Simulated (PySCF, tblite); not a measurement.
# C₄H₉AlF₂O: geometry, infrared bands and NMR shifts

What infrared bands and NMR shifts should C₄H₉AlF₂O (`F[C@@H]1C[C@@H](F)[O+]([AlH3-])C1`) show?

The runs use tblite 0.8.0 and PySCF 2.14.0, with density-fitted response routines of our own; the level of theory stands in each step. All values are computed, except where a source is named. Atoms are numbered from 0 throughout.

### Step 1. The starting structure

17 atoms, charge 0, multiplicity 1; geometry from: force field or distance geometry start.

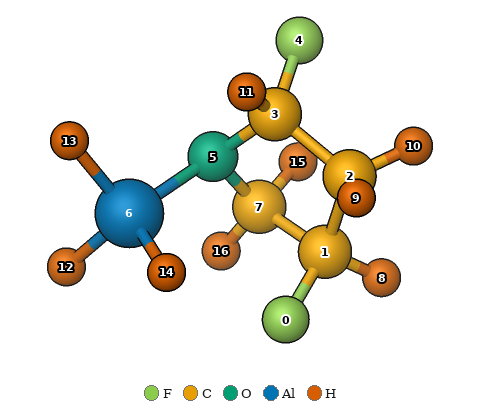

The starting geometry (fluorine green, carbon amber, oxygen teal, aluminium blue, hydrogen orange), atoms numbered.

### Step 2. Geometry optimisation with GFN2-xTB

What the job is given:

```
{"job": {"kind": "relax", "xc": "GFN2-xTB", "basis": "xTB"}, "charge": 0, "multiplicity": 1}
F     -0.102700    -0.960000    -1.763300
C     -0.996500    -0.729300    -0.732000
C     -1.254200     0.745500    -0.502900
C     -0.327400     1.088500     0.619100
F     -1.033000     1.309400     1.813000
O      0.446800    -0.037400     0.853400
Al     2.037800    -0.050500    -0.023100
C     -0.373000    -1.097500     0.603600
H     -1.919300    -1.274400    -0.947100
H     -1.026200     1.327100    -1.404700
H     -2.333500     0.934800    -0.234000
H      0.298900     1.962200     0.429200
H      2.790000    -1.447600     0.211700
H      2.966300     1.082100     0.638900
H      1.930500     0.322300    -1.562800
H     -1.208800    -1.079200     1.362100
H      0.097200    -2.084100     0.628900
```

Run with:

```sh
OMP_NUM_THREADS=1 python probes_run.py task.json out
```

This one command runs all jobs of the session in turn.

**Question.** This job is followed by: GFN2-xTB harmonic vibrations, gas phase; GIAO PBE0/pcSseg-1 NMR shielding, non-relativistic, gas phase. Predict these results of the whole session: strongest single infrared mode (GFN2-xTB); zero-point energy (GFN2-xTB); ¹³C shifts against TMS (PBE0/pcSseg-1); ¹H shifts against TMS (PBE0/pcSseg-1, means over atoms taken as alike); ¹⁹F shifts against CFCl3 (PBE0/pcSseg-1); ¹⁷O shifts against H2O (PBE0/pcSseg-1); ²⁷Al shifts against AlH4- (PBE0/pcSseg-1); surface potential, least and greatest.

**Answer**, as computed:

| quantity | value |
| --- | --- |
| strongest single infrared mode (GFN2-xTB) | 795 cm⁻¹, 694 km/mol |
| zero-point energy (GFN2-xTB) | 74.3 kcal/mol |
| ¹³C shifts against TMS (PBE0/pcSseg-1) | 118.1, 94.8, 80.1, 44.7 ppm |
| ¹H shifts against TMS (PBE0/pcSseg-1, means over atoms taken as alike) | 6.71, 5.60, 5.08, 4.60, 4.35, 2.85, 2.79 ppm |
| ¹⁹F shifts against CFCl3 (PBE0/pcSseg-1) | -148.5, -193.4 ppm |
| ¹⁷O shifts against H2O (PBE0/pcSseg-1) | 94.6 ppm |
| ²⁷Al shifts against AlH4- (PBE0/pcSseg-1) | 84.7 ppm |
| surface potential, least and greatest | -1.13 V and 1.77 V |

The optimisation took 88 steps and gained 1.017 eV; among the close pairs (by a distance rule), O5–Al6 changed most, from 1.817 to 1.889 Å. All 45 modes are real, so the xTB geometry is a minimum. The strongest single mode, at 795 cm⁻¹, has its largest shares on H14, H13 and H12 (the list is cut at 3 atoms). GFN2-xTB is a fitted tight-binding method: band positions and strengths are rough. Its intensities can rank the bands wrongly. The most deshielded hydrogen is H11 (hydrogen on an sp3 CH bonded to F and O), at 6.71 ppm: its carbon carries F and O, hence the downfield position. At PBE0/pcSseg-1: The largest span, 189 ppm, is at F4, where the paramagnetic term is -155 ppm.
